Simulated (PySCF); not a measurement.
# C5H9NO3Si (SMILES OCCc1nocc1O[SiH3]): what the fields show

The calculation's input:

```
{"job": {"kind": "nmr", "xc": "PBE0", "basis": "pcSseg-1"}, "charge": 0, "multiplicity": 1}
O     -3.464206    -0.640643    -0.239488
C     -2.705385     0.532790    -0.197791
C     -1.462625     0.399875     0.696705
C     -0.480177    -0.547226     0.105227
N     -0.809616    -1.710985    -0.392056
O      0.308589    -2.298907    -0.872347
C      1.355067    -1.486311    -0.667900
C      0.926536    -0.346075    -0.048203
O      1.596610     0.737063     0.348375
Si     3.163578     1.161118     0.161254
H     -2.868840    -1.371968    -0.464458
H     -2.390214     0.831509    -1.210248
H     -3.364061     1.308433     0.201491
H     -0.979760     1.369448     0.825288
H     -1.778871     0.031547     1.675848
H      2.317198    -1.817282    -1.000289
H      4.033344     0.162227     0.782328
H      3.112179     2.434056     0.858251
H      3.480852     1.260580    -1.263647
```

Launched as:

```sh
OMP_NUM_THREADS=1 python probes_run.py task.json out
```

Geometry: GFN2-xTB.

Theory: PBE0/pcSseg-1, SCF density, gas phase, non-relativistic (PySCF).

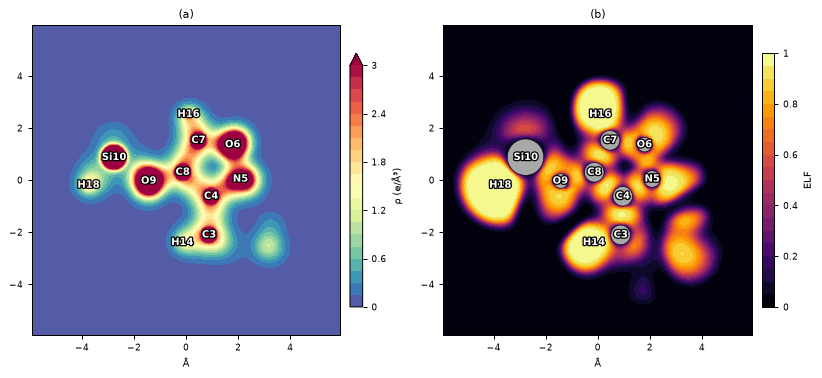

Figure 1. (a) total electron density; (b) ELF on the plane of atoms C7, C8 and O9. Grey discs cover the atomic cores in the ELF map.

Q: Read the bonding off the picture.

A: The section cuts through C, N, O, Si and H sites.
C–N (1.31 Å): ρ at the midpoint is about 2.7 e/Å³; the ELF peaks at about 0.90 between the atoms (a covalent bond).
C–O (1.33 Å): ρ is about 2.4 e/Å³ halfway; the ELF peaks at about 0.90 between the atoms, as expected for a shared but strongly polarised pair.
N–O (1.35 Å): ρ at the midpoint is about 2.5 e/Å³; the ELF peaks at about 0.85 between the atoms; localised, covalent bonding.
C–C (1.37 Å): ρ at the midpoint is about 2.2 e/Å³; the ELF peaks at about 0.95 between the atoms, as expected for localised, covalent bonding.
Si–O (1.63 Å): ρ at the midpoint is about 1.1 e/Å³; the ELF peaks at about 0.85 between the atoms: a shared but strongly polarised pair.
The ELF also peaks beside O1, O9, N5 and O6, away from the bonds: lone-pair regions.

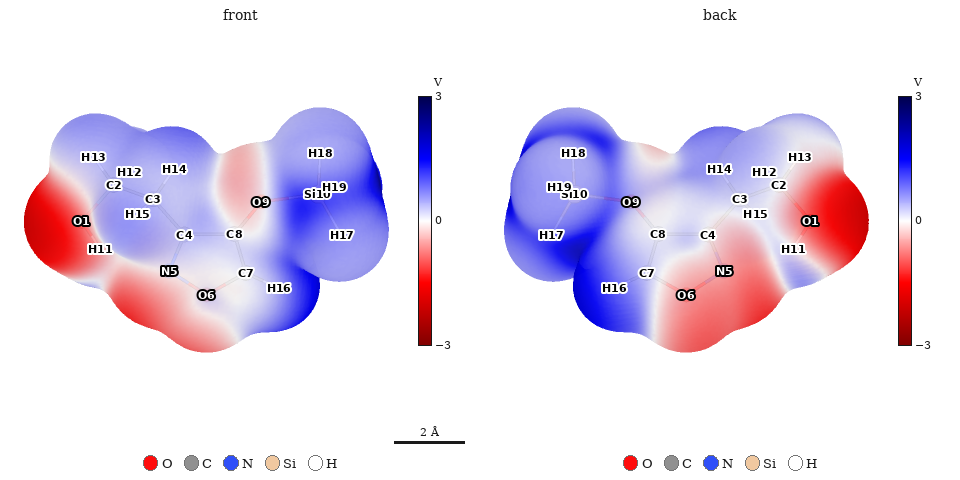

Figure 2. The electrostatic potential painted on the density surface at 0.002 e/bohr³, seen from the front and from behind; red is negative and blue positive.

Q: Which sites attract a positive test charge, and which a negative one?

A: A positive charge is drawn to the negative regions and a negative charge to the positive ones. The most negative region (about −2.0 V) lies over O1, the most positive (about +2.3 V) over Si10. O1 is the likeliest acceptor of a hydrogen bond.

Q: How polar is the molecule by this calculation?

A: Its dipole moment is 5.26 D.
